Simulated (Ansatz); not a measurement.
Cs (bcc, W type)

```
CELL_PARAMETERS angstrom
     -6.15681     6.15681     6.15681
      3.07841    -3.07841     3.07841
      3.07841     3.07841    -3.07841
ATOMIC_POSITIONS crystal
  Cs 0.00000 0.00000 0.00000
  Cs 0.50000 0.00000 0.00000
```

A phonon eigenvector at N = (0.5, 0.0, 0.0) is frozen into this cell: atom i moves by Q times the vector below, so Q is the largest atomic displacement, in Å. The cell is held. (q is in reciprocal vectors of the primitive cell; the cell shown is doubled to hold the pattern.)

```csv
atom,x,y,z
Cs1,0.000,-0.707,-0.707
Cs2,0.000,0.707,0.707
```

Calculation: PBE (plane waves to 420 eV, PAW, scalar-relativistic; Ansatz, a first-principles code). k mesh 11×11×11 (Γ-centred), Fermi-Dirac smearing 0.05 eV. Energies are smeared free energies. With partly filled bands, energies and forces of such displacements shift with the k mesh and the smearing. Cs was relaxed with its symmetry unable to fall. The PAW data are Ansatz's earlier set. ΔE is measured from the undisplaced structure.

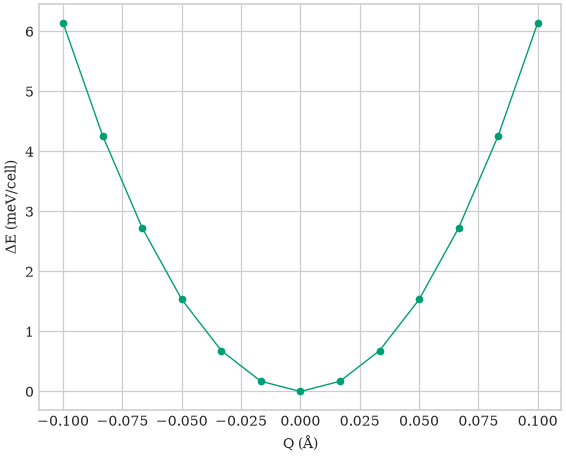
Fig. 1. ΔE (meV/cell) against Q (Å); one marker a computed point.

Problem. What is the energy change at Q = 0.100 Å?

Solution. About 6.1 meV/cell.

Problem. What harmonic wavenumber does the curvature at Q = 0 give?

Solution. About 35 cm⁻¹.

(A displaced cell: forces are minus the slopes of the energy, force constants its curvatures, and phonons follow from these.)
